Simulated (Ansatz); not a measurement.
System: BH₆Si (doublet).

Input

```
crystal:
  periodic: [false, false, false]
  atoms:
    - { symbol: B, position_ang: [0.002943, -0.365476, -0.541301] }
    - { symbol: H, position_ang: [-0.000729, 0.053642, 1.806478] }
    - { symbol: H, position_ang: [1.085169, 0.150002, -0.662247] }
    - { symbol: H, position_ang: [-1.08647, 0.135316, -0.660244] }
    - { symbol: Si, position_ang: [-0.000431, 0.014316, 3.280003] }
    - { symbol: H, position_ang: [-0.766011, -1.180415, 3.736928] }
    - { symbol: H, position_ang: [1.408712, -0.06626, 3.760561] }
    - { symbol: H, position_ang: [-0.643185, 1.258877, 3.792021] }
magnetization:
  spin_polarized: true
  initial_magnetization: 1
basis:
  gaussian: { orbitals: def2-SVP }
hamiltonian:
  xc: pbe0
relax:
  f_tol: 0.03
  max_steps: 50
output:
  orbitals: {}
```

Launched as:

```sh
ansatz run input.yaml --threads 1 --pin off --max-ram 2048MiB --backend cpu --events-out ev --progress --plain --runs-dir out
```

The fields are those of the run's last geometry, not of the input's.

These are results of UKS PBE0/def2-SVP in Ansatz 0.2.0, not measurements.

Question: Predict the electron density, electron localisation function and spin density between the atoms.

Answer: Si–B (2.11 Å): ρ at the midpoint is about 0.54 e/Å³; the ELF peaks at about 0.85 between the atoms (a covalent bond).
B–H (1.21 Å): the density is about 1.2 e/Å³ at the midpoint; the ELF climbs to about 1 towards the hydrogen, as it does in any bond to H (a covalent bond by its length).
Si–H (1.49 Å): ρ is about 0.77 e/Å³ halfway; the ELF climbs to about 1 towards the hydrogen.
The unpaired spin (1 electron) lies mostly on B1 (about 0.4), Si5 (about 0.3), H2 (about 0.1) and H8 (about 0.1), in electrons by Hirshfeld's partition.

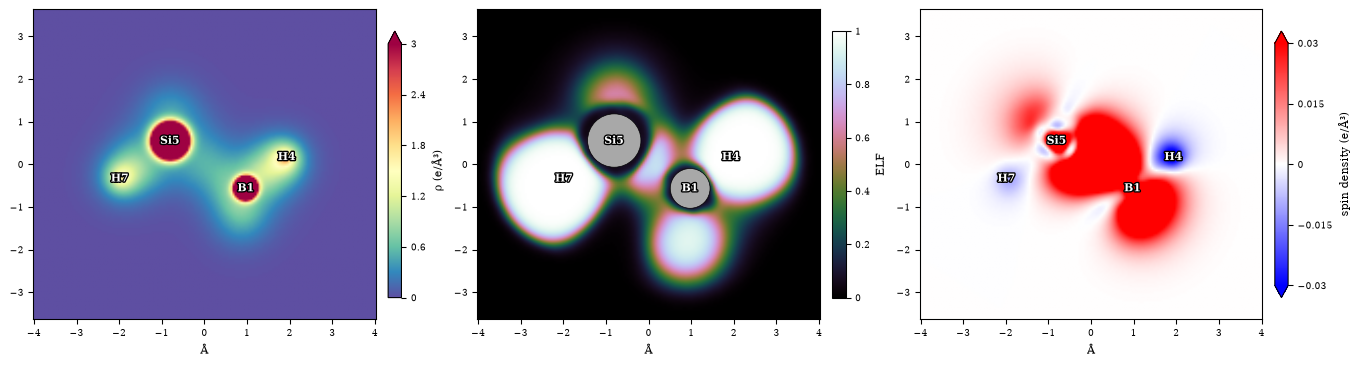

Computed electron density, electron localisation function and spin density on the plane of atoms H4, B1 and Si5, in this order. Grey discs cover the atomic cores in the ELF map. 
